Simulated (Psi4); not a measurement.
# C2H6GaN (SMILES CC#[N+][GaH3-]) in Psi4

Aim: the energy of C2H6GaN.

Program for the calculation: Psi4 1.11.

8 further runs of the same task are left out: 1 that didn't finish, 7 set aside as unsound or not needed.

**1. The structure to begin with**

C2H6GaN has 10 atoms, charge 0, and is taken as a singlet. As SMILES, `CC#[N+][GaH3-]`. The coordinates come from a PBE0-D4/def2-TZVP relaxation.

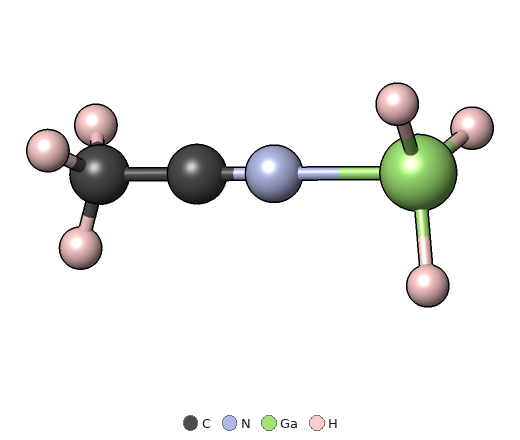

Viewed from a chosen angle; carbon dark grey, nitrogen light blue, gallium green, hydrogen pink.

**2. The job**

Input file input.dat:

```
memory 1600 MB

molecule {
  0 1
  C     -1.048900     1.001500    -1.707200
  C     -0.371200     0.353900    -0.609500
  N      0.166100    -0.159000     0.260100
  Ga     1.176400    -1.116800     1.886200
  H     -2.001700     1.407400    -1.364000
  H     -0.431100     1.813400    -2.093800
  H     -1.232500     0.279400    -2.504200
  H      0.829300    -2.606700     1.500600
  H      0.369300    -0.441600     3.061600
  H      2.627600    -0.582700     1.573000
  symmetry c1
}

set {
  basis def2-TZVP
  scf_type df
  soscf true
}

e_tot, wfn = energy("r2scan", return_wfn=True)
```

Run with:

```console
$ psi4 -i input.dat -o output.dat -n 1
```

output.dat:

```text
Psi4 1.11 release

   => Loading Basis Set <=

    Name: DEF2-TZVP
    Role: ORBITAL
    Keyword: BASIS

         ---------------------------------------------------------
                                   SCF
                              RKS Reference
                        1 Threads,   1525 MiB Core
         ---------------------------------------------------------

  ==> Geometry <==

    Molecular point group: c1
    Full point group: C1

    Geometry (in Angstrom), charge = 0, multiplicity = 1:

       Center              X                  Y                   Z               Mass
    ------------   -----------------  -----------------  -----------------  -----------------
         C           -1.637796325056     1.559758544774    -2.645666126671    12.000000000000
         C           -0.960096325056     0.912158544774    -1.547966126671    12.000000000000
         N           -0.422796325056     0.399258544774    -0.678366126671    14.003074004430
[... 6 lines of this table left out ...]
         H            2.038703674944    -0.024441455226     0.634533873329     1.007825032230

  Running in c1 symmetry.

  Rotational constants: A =      1.59303  B =      0.04555  C =      0.04555 [cm^-1]
  Rotational constants: A =  47757.72210  B =   1365.69200  C =   1365.69106 [MHz]
  Nuclear repulsion =  213.761967340721810

[... 72 lines left out ...]
    Weights Tolerance      =       1.00E-15
[... 42 lines left out ...]
  SCF Guess: Superposition of Atomic Densities via on-the-fly atomic UHF (no occupation information).

   -------------------------
    Irrep   Nso     Nmo
   -------------------------
     A        177     177
   -------------------------
    Total     177     177
   -------------------------

  ==> Iterations <==

                           Total Energy        Delta E     RMS |[F,P]|

   @DF-RKS iter SAD: -2055.75387331496904   -2.05575e+03   0.00000e+00
   @DF-RKS iter   1: -2056.80667343502319   -1.05280e+00   1.99184e-02 ADIIS/DIIS
   @DF-RKS iter   2: -1995.49639442116404    6.13103e+01   5.59043e-02 ADIIS/DIIS
   @DF-RKS iter   3: -2058.70102688854786   -6.32046e+01   6.28419e-03 ADIIS/DIIS
Did not take a SOSCF step, using normal convergence methods
   @DF-RKS iter   4: -2056.94451215472418    1.75651e+00   1.06501e-02 ADIIS/DIIS
   @DF-RKS iter   5: -2059.30537450321754   -2.36086e+00   1.78386e-03 ADIIS/DIIS

RuntimeError:
Fatal Error: Vx: RKS does not support rotated V builds for MGGA's

Printing out the relevant lines from the Psithon --> Python processed input file:
    """)
    core.IO.set_default_namespace("")
    core.set_global_option("BASIS", "def2-TZVP")
    core.set_global_option("SCF_TYPE", "df")
    core.set_global_option("SOSCF", "true")
--> e_tot, wfn = energy("r2scan", return_wfn=True)

!----------------------------------------------------------------------------------!
!                                                                                  !
! Fatal Error: Vx: RKS does not support rotated V builds for MGGA's                !
!                                                                                  !
!----------------------------------------------------------------------------------!

    Psi4 run time: 0:00:20.81
```

It took 23 s on 1 thread of Intel Xeon Platinum 8488C (Sapphire Rapids), shared host; peak memory 1.4 GiB.

**3. Diagnosis**

The program stopped with an error.

The log says `Fatal Error: Vx: RKS does not support rotated V builds for MGGA's`. To mend it: soscf at its default in place of yes. As typed, the program can't run this.
